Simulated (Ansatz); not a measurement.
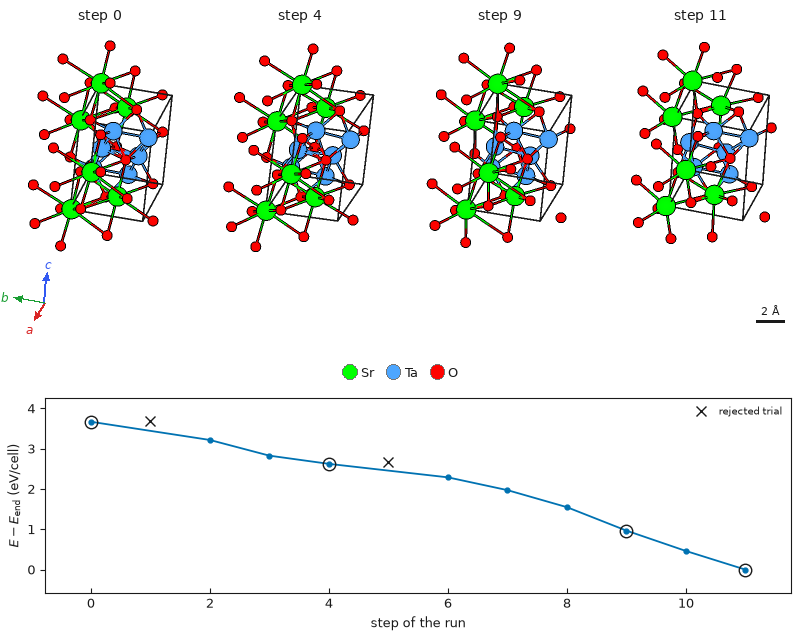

Frames of a relaxation of solid SrTa2O2 (a generated structure, set up in P1) (coarse preliminary run), marked on the history of the run. A ball-and-stick model of the cell of the calculation, seen from a free direction.

Theory: DFT PBE, scalar-relativistic, plane waves, PAW (Ansatz). (plane-wave cutoff 420 eV; k-point mesh 4 × 4 × 4; occupations gaussian; smearing width 0.2 eV; no spin polarisation; cell and atoms relaxed; force threshold 0.025 eV/Å; at most 60 steps)

Q: What happens along the run?

A: The run was cut off at its time limit before the relaxation converged, so the last structure is only a point on the way. After 9 accepted moves (11 points after the start) the energy has fallen by 3.669 eV per cell of the calculation. The largest force component goes from 1.8 to 2 eV/Å. The pressure goes from 1.82 to 0.14 GPa. The line search rejected the trial steps at points 1, 5 of the run. The atom that moves furthest relative to the cell is an O atom (0.93 Å along [−1 −1 0]). By element the largest moves are O 0.93 Å, Ta 0.78 Å, Sr 0.30 Å. Cell: a 5.200 → 5.157 Å (−0.8 %), b 5.344 → 5.461 Å (+2.2 %), c 6.502 → 6.504 Å (0.0 %), α 88.7° → 85.3°, β 112.2° → 110.9°, γ 88.4° → 88.2°. Volume +1.8 %. Among the contacts that change: O–Ta 2.438 → 3.714 Å, O–Ta 2.449 → 3.649 Å, O–Ta 2.446 → 3.542 Å, O–Sr 3.104 → 4.004 Å. New bonds form: Ta–Ta (3.56 → 2.83 Å). Bonds break: O–Ta (2.32 → 3.19 Å). Among the angles between lasting bonds that change: O–Ta–O 114.7° → 174.6°, O–Ta–O 115.2° → 169.7°, Ta–Ta–Ta 179.4° → 136.7°. The space group stays P1 (No. 1). From step 0 to 4: a Ta atom moves most (0.35 Å), volume +0.2 %, energy −1.045 eV per cell of the calculation. From step 4 to 9: an O atom moves most (0.56 Å), volume +1.3 %, energy −1.656 eV per cell of the calculation. From step 9 to 11: a Ta atom moves most (0.39 Å), volume +0.3 %, energy −0.968 eV per cell of the calculation.

| step | E − E(0), meV/atom | largest force component, eV/Å | pressure, GPa | volume, Å³/atom | note |
| --- | --- | --- | --- | --- | --- |
| 0 | 0.00 | 1.7935 | 1.82 | 16.714 |  |
| 1 | 0.72 | 3.3270 | 2.08 | 16.593 | rejected |
| 2 | -45.21 | 0.7824 | 0.83 | 16.740 |  |
| 3 | -84.14 | 0.9822 | 0.24 | 16.750 |  |
| 4 | -104.50 | 1.4736 | 0.57 | 16.752 |  |
| 5 | -101.04 | 2.2567 | 3.35 | 16.773 | rejected |
| 6 | -137.96 | 1.5407 | 0.50 | 16.808 |  |
| 7 | -169.69 | 1.6355 | 0.27 | 16.848 |  |
| 8 | -211.95 | 1.2993 | 0.23 | 16.887 |  |
| 9 | -270.15 | 1.1127 | 0.54 | 16.976 |  |
| 10 | -320.69 | 1.2252 | 0.58 | 17.036 |  |
| 11 | -366.94 | 2.0266 | 0.14 | 17.018 |  |
